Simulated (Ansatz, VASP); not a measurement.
# InSb: VASP beside Ansatz, part 2 of 2

Aim: how closely do two programs agree when they are given the same cell, functional and k mesh? The cell is taken from a series of VASP runs on this material, whose earlier steps may have relaxed, scaled or displaced it; both programs get it as it stands. Valence electrons are named where the data sets of a main pair hold unlike numbers.

VASP 6.6.1 and Ansatz 0.2.0.

So far: Set-up; VASP: band structure, HSE06, spin-orbit coupling.

## (3) Ansatz: band structure, HSE06, spin-orbit coupling

Level of this step: Ansatz beside VASP: Kohn-Sham DFT, plane waves, HSE06, spin-orbit coupling (Ansatz).

Ansatz runs on its fully relativistic PAW (standard-fr) files.

The same cell, functional, mesh and smearing now go to Ansatz, which takes its cutoff from its data sets.

input.yaml reads:

```yaml
crystal:
  lattice:
    - [0.0, 3.2391, 3.2391]
    - [3.2391, 0.0, 3.2391]
    - [3.2391, 3.2391, 0.0]
  atoms:
    - { symbol: Sb, position: [0.75, 0.75, 0.75] }
    - { symbol: In, position: [0.0, 0.0, 0.0] }
hamiltonian:
  xc: { exchange: pbe, correlation: pbe, exx: { coeff: 0.25, omega: 0.2 } }
  pseudopotentials: { kind: paw_fr }
magnetization:
  noncollinear: true
  spin_orbit: true
kpoints:
  mp_grid: { grid: [3, 3, 3] }
  band_path:
    path:
      - [0.0, 0.0, 0.0]
      - [0.5, 0.0, 0.5]
      - [0.5, 0.22222, 0.72222]
      - [0.40278, 0.34722, 0.75]
      - [0.125, 0.125, 0.25]
      - [0.27778, 0.27778, 0.27778]
      - [0.55556, 0.38889, 0.55556]
      - [0.58333, 0.25, 0.66667]
      - [0.5, 0.30556, 0.69444]
      - [0.48611, 0.48611, 0.52778]
      - [0.625, 0.25, 0.625]
      - [0.5, 0.0, 0.5]
    npoints: 1
scf:
  occupations: { method: gaussian, width: 0.03 }
  n_extra_bands: 14
output:
  forces: true
  stress: true
  eigenvalues: true
  write_density: true
  write_potential: true
  elf: true
  volumetric_format: npy
```

Started as:

```sh
$ ansatz run input.yaml --threads 4 --pin off --max-ram 9216MiB --backend cpu --events-out ev --progress --plain --runs-dir out
```

Numbers of over 12 decimals in the logs are rounded to 6 here.

The log of the run:

```text
Warning: output.stress: scf.convergence.dr2_threshold = 1e-7 eV (the SCF's general default) is looser than the 2e-10 eV advised for a printed stress (1e-10 eV for each atom of the cell: 2). What an SCF threshold leaves in a stress goes as its square root, and in the free energy as the threshold itself, and one threshold admits the most on a small cell: [figures from the program's tests cut] Set scf.convergence.dr2_threshold to 2e-10 eV or tighter. The threshold is an SCF's pass mark: one that does not reach it within its budget of iterations ends unconverged, or closes short of it on a stop that the run arms, and scf.convergence.dr2_threshold's page says what that costs each kind of run
Warning: output.stress: scf.exx.energy_threshold = 1e-6 eV is looser than the 2e-8 eV advised for a stress under a hybrid functional (1e-8 eV for each atom of the cell: 2). Every SCF of the exchange loop can meet its threshold on dr2 while the loop round them stops early: no threshold on dr2 bounds what that leaves in the stress. Set scf.exx.energy_threshold to 2e-8 eV or tighter. The threshold is the loop's pass mark: a loop that does not reach it within its budget of cycles ends unconverged, and scf.exx.energy_threshold's page has the law
scf.n_extra_bands = 14 over 28 filled bands (N_el = 28.0): the run solves 42 bands
Engine: ansatz 0.2.0, aarch64-unknown-linux-gnu
Pseudopotentials: kind: paw_fr
Pseudopotential: Sb, paw_fr, valence charge 15, recommended cutoff 420 eV (normal), Sb.paw.azcp#standard-fr
Pseudopotential: In, paw_fr, valence charge 13, recommended cutoff 420 eV (normal), In.paw.azcp#standard-fr
Functional definition: unnamed
  parameter a_1 = 0.25
  parameter omega_1 = 0.2/angstrom
  exchange = pbe_x + (-a_1)*pbe_x_sr(omega_1) + a_1*exact_x_sr(omega_1)
  correlation = pbe_c
non-collinear run that drives no moment, with spin-orbit: no starting moment large enough to seed its density (crystal.atoms[].spin), no starting occupations that ask for one, no magnetisation constraint and no magnetic field, so the semilocal B_xc is pinned to zero
Crystal: 2 atoms, lattice volume = 67.968 Å³
Basis set: ecut = 420 eV, 1363 PW (Γ), exchange–correlation on 64×64×64 points (8 copies of the dense FFT grid, shifted against one another)
Bands: 42, of which v1, the nominal top of the filled ones, is band 28 counted from 1 (27 counted from 0)
Symmetry: 24 space group operations + 24 with time reversal
Magnetic group: BNS 216.75 (UNI 1577), of the structure as read, at distance tolerance 4.1e-5 Å
k-points: 4 of 27 (time reversal used)
Projection manifold: j_resolved (fully-relativistic pseudo-atomic orbitals)
Non-local potential: Sb, projectors of the file, l = 0: 2, l = 1: 4, l = 2: 4, l = 3: 4
Non-local potential: In, projectors of the file, l = 0: 2, l = 1: 4, l = 2: 4, l = 3: 4
PAW form: soft (Blöchl's): semilocal exchange-correlation on the pseudo side does not see the compensation charge
PAW frozen core: Sb, regenerated for the run's functional, and the local potential with it (the file was generated under x = pbe(κ = 0.804, μ = 0.219515), c = pbe(β = 0.066725))
PAW frozen core: In, regenerated for the run's functional, and the local potential with it (the file was generated under x = pbe(κ = 0.804, μ = 0.219515), c = pbe(β = 0.066725))
PAW one-centre angular grid: Sb, 590 points (default); XC on 160 Gauss nodes
PAW one-centre angular grid: In, 590 points (default); XC on 96 Gauss nodes
Initial density: superposition of atomic densities (chi_scale 0.1, normalization cell, long waves kept (reshape's long-wave potential 0.00 eV rms))
Initial wavefunctions: pseudopotential atomic-orbital guess
Functional: x = pbe(κ = 0.804, μ = 0.219515), c = pbe(β = 0.066725), warm-up for x = pbe(κ = 0.804, μ = 0.219515) + 0.25 (exact − pbe) at short range (hse, ω = 0.2 Å⁻¹), c = pbe(β = 0.066725)
SCF iter   1: F=—  HF=-12086.433313 eV  |F-HF|=—  |Δ(HF+E_count)|=         —  Δρ=2.42e-2  dr2=3.72e-1  dr2_m=0.00e0 (ungated)  ethr=1.00e-1  |M|=0.00e0 ∫|m|=0.00e0 μB  |m|>n=0.0e0 m-floor=0.0e0 τ_xc=0.0e0  β_m=0.30  ⟨swp⟩=6.5  Hψ=616  notcnv=0
preconditioner: auto → Kerker (q_TF=auto, 2.353 Å⁻¹)  [metal: Δε(μ)=0.001 eV  Ē_g=15.972 eV  σ=0.030 eV  W_gap=0.01  n_scr=14 (ndim 8)  ℏωp=19.1 eV  f_vac=0.015  D(μ)=2.79/eV (n_scr^D=14)]
spin=Noncollinear: Kerker preconditioning applied to the charge; magnetization (m_x, m_y, m_z) channels mix plain (no charge-response kernel on spin).
SCF iter   2: F=—  HF=-12086.434513 eV  |F-HF|=—  |Δ(HF+E_count)|=   1.20e-3  Δρ=1.93e-2  dr2=2.56e-1  dr2_m=0.00e0 (ungated)  ethr=1.33e-3  |M|=0.00e0 ∫|m|=0.00e0 μB  |m|>n=0.0e0 m-floor=0.0e0 τ_xc=0.0e0  β_m=0.65  ⟨swp⟩=5.5  Hψ=415  notcnv=0  defer=7
iter 3 solved again at ethr=8.68e-5 eV; its pass at ethr=9.14e-4 eV (dr2=2.43e-2 eV) is discarded
SCF iter   3: F=—  HF=-12086.409165 eV  |F-HF|=—  |Δ(HF+E_count)|=   2.53e-2  Δρ=4.22e-3  dr2=2.38e-2  dr2_m=0.00e0 (ungated)  ethr=8.68e-5  |M|=0.00e0 ∫|m|=0.00e0 μB  |m|>n=0.0e0 m-floor=0.0e0 τ_xc=0.0e0  β_m=0.68  ⟨swp⟩=4.2  Hψ=712  notcnv=0  defer=6
[...]
SCF 2 converged in 6 iterations: F = -12086.433095 eV  dr2 = 1.13e-8
hybrid outer 1: dexx = +1.641e-2 eV, tail = 1.36e-2 eV
Projection manifold: j_resolved (fully-relativistic pseudo-atomic orbitals)
Exchange kernel: α = 0.2500, screened, ω = 0.2000 Å⁻¹, Wigner–Seitz truncation, v(0) = 1063.2740 eV·Å³, q-mesh 3×3×3, nearest image of the exchange supercell L = 13.74 Å, pair-density grid 18×18×18, without the augmentation charges, whose exchange is taken in its separable form by FFT convolution over the k-point mesh (sized by the pseudopotential files, 25×25×25 at the most), smooth part of the exact exchange by density-matrix convolution
Frozen-core exchange: fock
SCF iter   1: F=—  HF=-12086.451299 eV  |F-HF|=—  |Δ(HF+E_count)|=         —  Δρ=7.85e-4  dr2=2.96e-4  dr2_m=0.00e0 (ungated)  ethr=2.43e-4  |M|=0.00e0 ∫|m|=0.00e0 μB  |m|>n=0.0e0 m-floor=0.0e0 τ_xc=0.0e0  β_m=0.30  ⟨swp⟩=2.0  Hψ=336  notcnv=0
preconditioner: auto → none  [insulator: Δε(μ)=0.361 eV  Ē_g=17.935 eV  σ=0.030 eV  W_gap=1.00  n_scr=14 (ndim 8)  ℏωp=19.1 eV  f_vac=0.120  D(μ)=0.00/eV (n_scr^D=0)]
SCF iter   2: F=-12086.451332 eV  HF=-12086.451337 eV  |F-HF|=5.03e-6  |Δ(HF+E_count)|=   3.85e-5  Δρ=1.26e-4  dr2=3.85e-5  dr2_m=0.00e0 (ungated)  ethr=9.48e-7  |M|=0.00e0 ∫|m|=0.00e0 μB  |m|>n=0.0e0 m-floor=0.0e0 τ_xc=0.0e0  ⟨swp⟩=4.2  Hψ=420  notcnv=0  defer=2
SCF 3 stopped early in 2 iterations: F = -12086.451332 eV  dr2 = 3.85e-5
hybrid outer 2: dexx = +1.929e-4 eV, tail = 7.88e-5 eV, Δε = 1.86e-1 eV (about 2.87e-2 eV left of the loop's levels)
Projection manifold: j_resolved (fully-relativistic pseudo-atomic orbitals)
Exchange kernel: α = 0.2500, screened, ω = 0.2000 Å⁻¹, Wigner–Seitz truncation, v(0) = 1063.2740 eV·Å³, q-mesh 3×3×3, nearest image of the exchange supercell L = 13.74 Å, pair-density grid 18×18×18, without the augmentation charges, whose exchange is taken in its separable form by FFT convolution over the k-point mesh (sized by the pseudopotential files, 25×25×25 at the most), smooth part of the exact exchange by density-matrix convolution
Frozen-core exchange: fock
SCF iter   1: F=—  HF=-12086.451522 eV  |F-HF|=—  |Δ(HF+E_count)|=         —  Δρ=1.18e-4  dr2=9.84e-6  dr2_m=0.00e0 (ungated)  ethr=1.41e-6  |M|=0.00e0 ∫|m|=0.00e0 μB  |m|>n=0.0e0 m-floor=0.0e0 τ_xc=0.0e0  β_m=0.30  ⟨swp⟩=5.8  Hψ=410  notcnv=0
preconditioner: auto → none  [insulator: Δε(μ)=0.383 eV  Ē_g=17.939 eV  σ=0.030 eV  W_gap=1.00  n_scr=14 (ndim 8)  ℏωp=19.1 eV  f_vac=0.119  D(μ)=0.00/eV (n_scr^D=0)]
SCF iter   2: F=—  HF=-12086.451520 eV  |F-HF|=—  |Δ(HF+E_count)|=   2.03e-6  Δρ=3.83e-5  dr2=2.08e-6  dr2_m=0.00e0 (ungated)  ethr=2.99e-8  |M|=0.00e0 ∫|m|=0.00e0 μB  |m|>n=0.0e0 m-floor=0.0e0 τ_xc=0.0e0  β_m=0.39  ⟨swp⟩=3.5  Hψ=357  notcnv=0
SCF iter   3: F=—  HF=-12086.451520 eV  |F-HF|=—  |Δ(HF+E_count)|=   3.64e-8  Δρ=1.43e-5  dr2=1.60e-6  dr2_m=0.00e0 (ungated)  ethr=2.03e-9  |M|=0.00e0 ∫|m|=0.00e0 μB  |m|>n=0.0e0 m-floor=0.0e0 τ_xc=0.0e0  β_m=0.47  ⟨swp⟩=3.0  Hψ=334  notcnv=0
SCF iter   4: F=—  HF=-12086.451549 eV  |F-HF|=—  |Δ(HF+E_count)|=   2.90e-5  Δρ=1.14e-5  dr2=1.31e-7  dr2_m=0.00e0 (ungated)  ethr=2.98e-10  |M|=0.00e0 ∫|m|=0.00e0 μB  |m|>n=0.0e0 m-floor=0.0e0 τ_xc=0.0e0  β_m=0.47  ⟨swp⟩=4.5  Hψ=586  notcnv=0  defer=2
SCF iter   5: F=—  HF=-12086.451549 eV  |F-HF|=—  |Δ(HF+E_count)|=   4.53e-8  Δρ=4.38e-6  dr2=2.24e-8  dr2_m=0.00e0 (ungated)  ethr=2.98e-10  |M|=0.00e0 ∫|m|=0.00e0 μB  |m|>n=0.0e0 m-floor=0.0e0 τ_xc=0.0e0  β_m=0.63  ⟨swp⟩=3.2  Hψ=309  notcnv=0
SCF iter   6: F=-12086.451549 eV  HF=-12086.451549 eV  |F-HF|=1.71e-10  |Δ(HF+E_count)|=   2.34e-9  Δρ=8.42e-7  dr2=1.10e-8  dr2_m=0.00e0 (ungated)  ethr=3.96e-11  |M|=0.00e0 ∫|m|=0.00e0 μB  |m|>n=0.0e0 m-floor=0.0e0 τ_xc=0.0e0  ⟨swp⟩=3.5  Hψ=342  notcnv=0
SCF 4 converged in 6 iterations: F = -12086.451549 eV  dr2 = 1.10e-8
  Residual-converged pass: ⟨swp⟩=3.0  Hψ=338  notcnv=0  max |occ|·‖R‖ = 2.3e-6 eV (tolerance 2.4e-6 eV)  dr2=1.10e-8  dr2_m=0.00e0 (ungated)  dr2_onsite=1.26e-10  max |Δocc| = 3.9e-26
hybrid outer 3: dexx = +3.428e-6 eV, tail = 3.40e-8 eV, Δε = 6.83e-3 eV (about 1.94e-4 eV left of the loop's levels)
NSCF: frozen V_eff on 12 k-points
hybrid SCF converged: 3 outer / 14 inner (+11 warm-up), last move |dexx| = 3.43e-6 eV, tail = 3.40e-8 eV
Magnetization: |M| = 0.0000 μB,  M = (+0.0000, +0.0000, +0.0000) μB
Absolute magnetization: 0.0000 μB (∫|m|)
  site 0: m = (+0.0000, +0.0000, +0.0000) μB, |m| = 0.0000 μB  (R = 1.16 Å)
  site 1: m = (+0.0000, +0.0000, +0.0000) μB, |m| = 0.0000 μB  (R = 1.16 Å)
Free energy (F): -12086.451549 eV
Frozen-core exchange: fock
Harris-Foulkes:  -12086.451549 eV  (|F-HF|=1.71e-10)
Internal energy: -12086.451549 eV  (E = F + TS)
E sigma→0 (E₀):  -12086.451549 eV
Fermi energy:    7.516186 eV
--- Per-component energies (eV) ---
  E_band       = -311.075225
  E_kinetic    = 452.211998
  E_local      = -3205.042909  (includes V_loc(G=0)·N_el)
  E_nonlocal   = 731.032661
  E_hartree    = 1383.760316
  E_xc         = -281.553436
  E_vxc        = -156.519812  (∫ρ·V_xc dr)
  E_exx        = -73.517960  (= α·E_x^exact, valence–valence)
  E_paw        = -8738.637344  (= ΣΔE_a)
  E_vpaw       = -753.242529  (= ΣTr[D̂ρ^β])
  E_aug_tail   = 0.000025  (compensation charges beyond the density's cutoff)
  E_ewald      = -2355.252583
  E_core_change = 0.547683  (= ΣΔE_core)
  E_smearing   = -0.000000  (= −TS)
  E_closure    = 0.000000  (closes the sum)
  Σ components = -12086.451549   (vs F -12086.451549, Δ=-3.64e-12)
--- Forces (eV/Å), atoms counted from 1 ---
  atom   1  Sb     0.00000000    -0.00000000    -0.00000000
  atom   2  In    -0.00000000     0.00000000    -0.00000000
  max |Σ_I F_I| component: 7.40e-17 eV/Å
--- Stress (GPa, compression-positive) ---
        2.158184       0.000000      -0.000000
       -0.000000       2.158184       0.000000
       -0.000000       0.000000       2.158184
  P = ⅓ Tr σ = 2.1582 GPa (21.582 kbar)
--- Band table (eV) ---
  k-point 0: bands = [... 24 lower, 7.3260, 7.3260, 7.3260, 7.3260, 7.7047, 7.7047, 10.3984, 10.3984, ... 10 higher]
  k-point 1: bands = [... 24 lower, 5.9227, 5.9227, 6.4279, 6.4339, 8.4618, 8.4618, 11.4827, 11.4827, ... 10 higher]
  k-point 2: bands = [... 24 lower, 4.9113, 4.9113, 5.1317, 5.1317, 8.9618, 8.9618, 9.8728, 9.8728, ... 10 higher]
  k-point 3: bands = [... 24 lower, 3.5340, 3.7069, 5.2548, 5.2712, 9.4943, 9.5267, 12.3926, 12.6998, ... 10 higher]
```

It took 69 s on 4 threads of Arm Neoverse V2, shared host; peak memory 0.95 GiB.

## (4) Differences

Known differences besides the potentials themselves: spin-orbit coupling enters by fully relativistic files in Ansatz and inside the spheres in VASP; exact exchange at q = 0 is treated differently, which shows on coarse meshes; VASP keeps PBE cores, Ansatz makes them for the functional; the data sets hold 28 valence electrons in Ansatz (on its fully relativistic PAW (standard-fr) files) and 18 in VASP; the cutoff is 420 eV in Ansatz and 350 eV in VASP; VASP takes a coarser grid for exact exchange (PRECFOCK = Fast). Total energies have different zeros and are not compared.

Both answers:

```csv
quantity,Ansatz,VASP,difference
gap over the path points (eV),0.379,0.427,-0.048
```

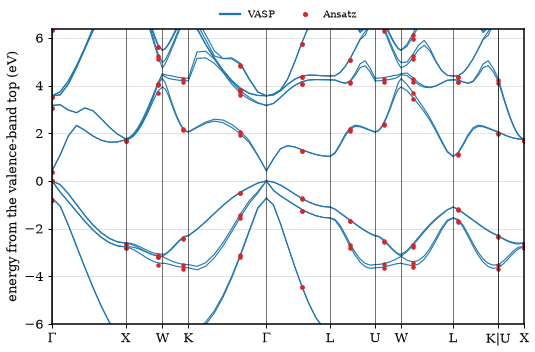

Bands from VASP (lines) and levels from Ansatz (dots). Dots without a line are higher empty bands that the VASP plot leaves out.

Levels at points of the path, from each program's valence-band top (eV; 6 filled, then empty):

```csv
k (reciprocal lattice),Ansatz,VASP
0.000 0.000 0.000,-0.80 -0.80 0.00 0.00 0.00 0.00 0.38 0.38 3.07 3.07 3.51 3.51,-0.72 -0.72 0.00 0.00 0.00 0.00 0.43 0.43 3.17 3.17 3.57 3.57
0.500 0.000 0.500,-6.66 -6.66 -2.83 -2.83 -2.63 -2.63 1.66 1.66 1.70 1.70 8.89 8.89,-6.62 -6.62 -2.77 -2.77 -2.61 -2.61 1.73 1.73 1.77 1.77 8.98 8.98
0.500 0.222 0.722,-6.61 -6.48 -3.51 -3.19 -3.18 -3.11 3.70 4.03 4.05 4.08 5.11 5.26,-6.55 -6.44 -3.44 -3.15 -3.15 -3.07 3.78 4.09 4.09 4.13 5.18 5.32
0.403 0.347 0.750,-6.57 -6.45 -3.69 -3.52 -2.44 -2.41 2.14 2.17 4.14 4.27 6.58 6.70,-6.52 -6.41 -3.63 -3.49 -2.40 -2.38 2.21 2.24 4.21 4.32 6.65 6.75
0.125 0.125 0.250,-3.20 -3.13 -1.58 -1.42 -0.51 -0.49 1.91 2.04 3.61 3.72 3.81 3.83,-3.15 -3.09 -1.52 -1.39 -0.48 -0.47 1.97 2.09 3.68 3.79 3.88 3.90
0.278 0.278 0.278,-4.46 -4.46 -1.25 -1.25 -0.74 -0.74 1.25 1.25 4.08 4.08 4.34 4.34,-4.41 -4.41 -1.19 -1.19 -0.74 -0.73 1.31 1.31 4.16 4.16 4.39 4.40
0.556 0.389 0.556,-6.32 -6.25 -2.81 -2.67 -1.69 -1.67 2.10 2.18 4.10 4.13 5.07 5.07,-6.27 -6.21 -2.75 -2.64 -1.66 -1.64 2.17 2.23 4.17 4.20 5.13 5.13
0.583 0.250 0.667,-6.57 -6.45 -3.67 -3.50 -2.55 -2.51 2.33 2.38 4.15 4.28 6.30 6.40,-6.52 -6.42 -3.61 -3.47 -2.51 -2.48 2.40 2.45 4.22 4.34 6.36 6.46
0.500 0.306 0.694,-6.50 -6.37 -3.62 -3.43 -2.76 -2.69 3.44 3.67 4.16 4.27 5.09 5.26,-6.45 -6.33 -3.56 -3.39 -2.71 -2.66 3.51 3.72 4.22 4.33 5.16 5.30
0.486 0.486 0.528,-6.34 -6.32 -1.72 -1.67 -1.20 -1.20 1.10 1.14 4.16 4.16 4.36 4.36,-6.29 -6.28 -1.66 -1.62 -1.19 -1.19 1.16 1.20 4.23 4.23 4.41 4.41
```

Among the levels compared at these points, filled levels agree within 81 meV and empty ones within 93 meV.

## (5) What came out

| Quantity | Value |
| --- | --- |
| largest difference of a filled level at the path points (band structure, HSE06, spin-orbit coupling) | 81 meV |
| difference in gap over the path points (band structure, HSE06, spin-orbit coupling) | -0.048 eV |

In words: The largest difference of a filled level at the path points is 81 meV (band structure, HSE06, spin-orbit coupling), at about the 80 meV picked in this series as the mark of a large difference. The data sets hold unlike numbers of valence electrons (28 in Ansatz and 18 in VASP), so part of the differences comes from the potentials. Such differences can come from data sets, numerical settings and the points named under the comparisons, not from the functional's error against experiment.

[Lines on the potential files, build, host, timing and source positions are cut from VASP's logs without a mark.]

[Logs are printed without paths, hosts, clocks, repeated set-up lines and the standing remarks that a program may print on its own settings, such as how far it seeks lower states.]

[Hosts, paths, dates, database ids (printed as entryN), source tags and the programs' standing remarks are cut or masked in the printed files.]
